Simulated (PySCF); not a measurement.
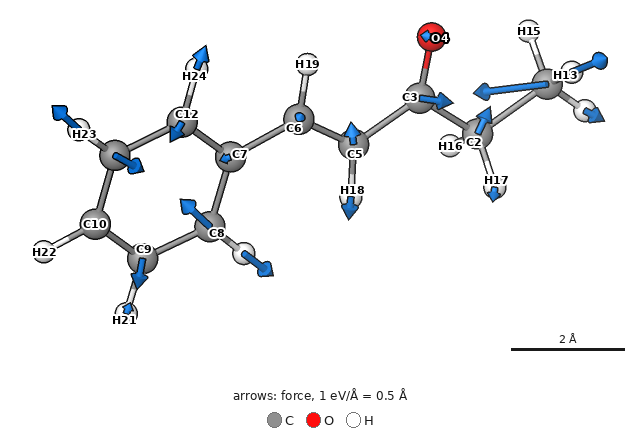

Starting geometry of C11H12O with the computed forces as blue arrows. Style: ball-and-stick. Shown from a free direction.

The start comes from GFN2-xTB. Its atoms were then displaced at random by about 0.01 Å.

Computed with PySCF, PBE0-D3(BJ)/def2-SVP geometry optimisation, gas phase. 

Q: Is this structure relaxed? If not, where do the atoms go?

A: It isn't relaxed: the largest force vector, on a C atom, is 3.28 eV/Å. The final displacements follow the starting forces only in part (cosine between the two patterns 0.37). The atom that moves furthest after the best rigid fit is an H atom (0.081 Å). Largest moves by element: H 0.081 Å, O 0.072 Å, C 0.059 Å. Near-neighbour distances that change, for instance: C–H 1.035 → 1.099 Å, C–C 1.541 → 1.514 Å, C–H 1.067 → 1.093 Å, C–C 1.461 → 1.484 Å. Among the angles between lasting bonds that change: H–C–H 113.1° → 108.6°, O–C–C 125.6° → 122.2°, C–C–H 107.9° → 110.9°. The energy falls by 27.6 kJ/mol in 6 geometry steps.
